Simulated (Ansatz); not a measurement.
CH₆BNS: several calculations on one system

## 1. Relaxation

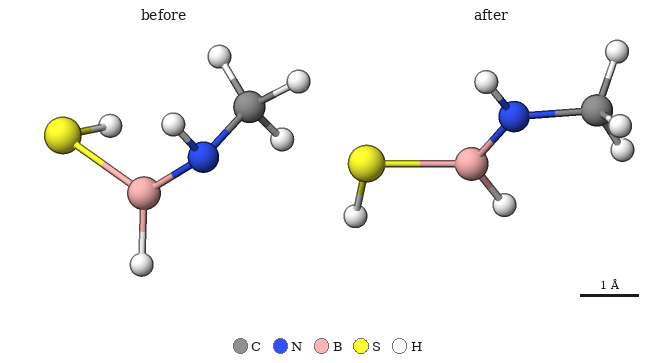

The structure of CH$_{6}$BNS before (left) and after (right) a relaxation, at one scale.

A ball-and-stick model, seen from a free direction.

The run prepares an end point of a later path (torsion) calculation, from a guessed geometry.

Level of theory: Ansatz, RKS PBE0/def2-SVP. Settings: no spin polarisation; force threshold 0.015 eV/Å; at most 40 steps.

Q: Describe what moved and what it gained.

A: The atom that moves furthest after the best rigid fit is an H atom (2.19 Å). Largest moves by element: H 2.19 Å, N 0.94 Å, S 0.78 Å, B 0.72 Å, C 0.45 Å. Near-neighbour distances that change, for instance: B–S 1.946 → 1.823 Å, B–N 1.499 → 1.394 Å, C–H 1.160 → 1.104 Å, B–H 1.248 → 1.208 Å. Bond angles that change, for instance: C–N–B 108.5° → 126.3°, B–N–H 105.5° → 119.6°, B–S–H 89.8° → 96.3°. Groups turn about B–S by about 90°. After 17 geometry steps the energy has fallen by 2.112 eV. The largest force component goes from 2.4 to 0.015 eV/Å. Cost: 75 s on 1 thread of Arm Neoverse V1, with other jobs on the host, peak memory 0.17 GiB.

## 2. Relaxation

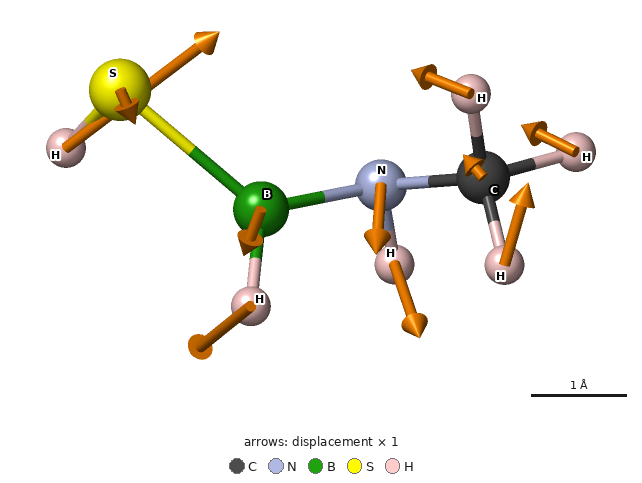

A relaxation of CH₆BNS. The starting structure is drawn; orange arrows show the displacements, at their true length. The two geometries are superimposed by the best rigid fit.

The picture is a ball-and-stick view, seen at a tilt.

The run prepares an end point of a later path (torsion) calculation, from a guessed geometry.

Computed with RKS PBE0/def2-SVP in Ansatz 0.2.0.

Input
```yaml
crystal:
  periodic: [false, false, false]
  atoms:
    - { symbol: C, position_ang: [-1.0259, 0.4537, -0.4151] }
    - { symbol: "N", position_ang: [-0.7015, -0.3995, 0.6657] }
    - { symbol: B, position_ang: [0.7797, -0.3425, 0.8903] }
    - { symbol: S, position_ang: [1.60063, 0.35905, 2.50938] }
    - { symbol: H, position_ang: [-0.6014, 0.1778, -1.4031] }
    - { symbol: H, position_ang: [-2.1766, 0.484, -0.5597] }
    - { symbol: H, position_ang: [-0.7632, 1.5502, -0.1869] }
    - { symbol: H, position_ang: [-0.8975, -1.3579, 0.3777] }
    - { symbol: H, position_ang: [1.56275, -0.67474, -0.02308] }
    - { symbol: H, position_ang: [1.58432, -0.90916, 3.06139] }
basis:
  gaussian: { orbitals: def2-SVP }
hamiltonian:
  xc: pbe0
relax:
  f_tol: 0.015
  max_steps: 40
```

Launched with:
```bash
ansatz run input.yaml --threads 1 --pin off --max-ram 2048MiB --backend cpu --events-out ev --progress --plain --runs-dir out
```

Which element moves most?

Hydrogen: up to 2.38 Å, against 0.89 Å for nitrogen.

What happened in the run?

H10 moves most after the best rigid fit: 2.38 Å. Largest moves by element: H 2.38 Å, N 0.89 Å, B 0.63 Å, S 0.42 Å, C 0.34 Å. Near-neighbour distances that change, for instance: B3–S4 1.946 → 1.814 Å, N2–B3 1.499 → 1.398 Å, C1–H6 1.160 → 1.104 Å, C1–H7 1.150 → 1.098 Å. Among the angles between lasting bonds that change: C1–N2–B3 108.5° → 130.7°, B3–S4–H10 89.8° → 100.1°, B3–N2–H8 105.5° → 115.8°. Groups turn about B3–S4 by about 85°. The energy falls by 2.129 eV in 17 accepted moves (18 points after the start). Largest force component: 2.3 eV/Å at the start, 0.013 eV/Å at the end. The line search rejected the trial step at point 16 of the run. The run took 78 s on 1 thread of Arm Neoverse V1, with other jobs on the host, peak memory 0.17 GiB.

## 3. Path

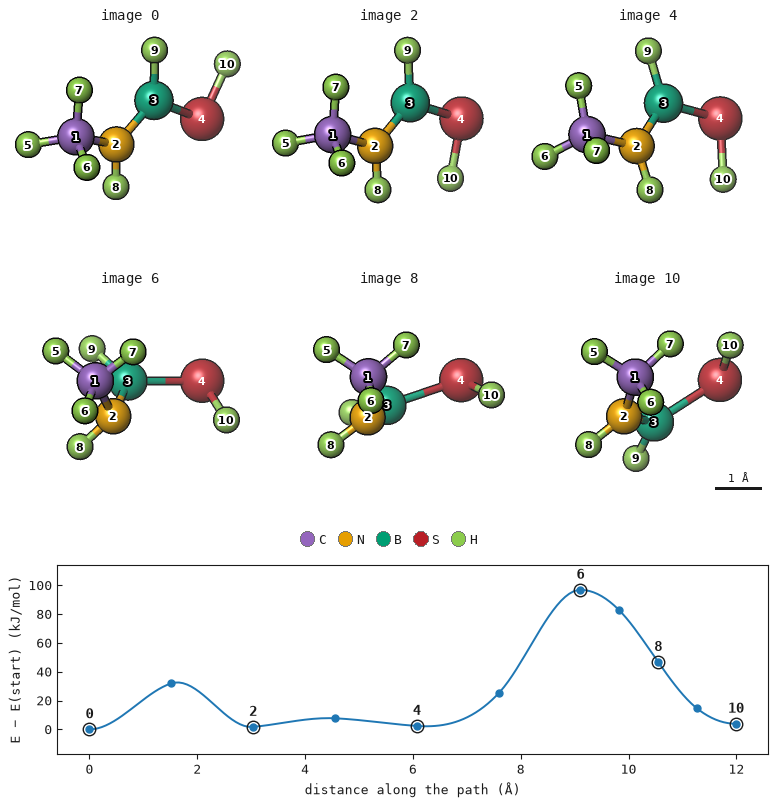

A nudged-elastic-band calculation for CH$_{6}$BNS. Images are numbered from 0 (start) to 10 (end). Style: ball-and-stick. Shown from a free direction.

Theory: RKS PBE0/def2-SVP (Ansatz 0.2.0). Settings: 9 movable images; climbing image; force threshold 0.05 eV/Å; iteration limit 59; starting path by image-dependent pair potential.

**Describe the mechanism and the energy profile.**

The energy climbs by 96.8 kJ/mol to image 6 and then falls by 93.0 kJ/mol, so the end point sits at +3.9 kJ/mol. The profile has 3 maxima (images 1, 3, 6) with a dip at image 2, 4 (+1.7 kJ/mol, +2.4 kJ/mol), so the process runs in steps. The path has more than one stage, and so few images may leave a stage unresolved. No bond forms or breaks between the ends. Among the angles between lasting bonds that change up to the highest image: C1–N2–B3 126.3° → 114.9°, B3–N2–H8 119.6° → 109.8°. The band converged in 28 iterations. The largest component of the band force went from 1.7 to 0.044 eV/Å. The climbing image converged on the top of the path. Its vibrational analysis gives one imaginary mode (253i cm⁻¹), as a transition state must have.

The run took 15 min on 1 thread of Arm Neoverse V1, with other jobs on the host, peak memory 0.17 GiB.
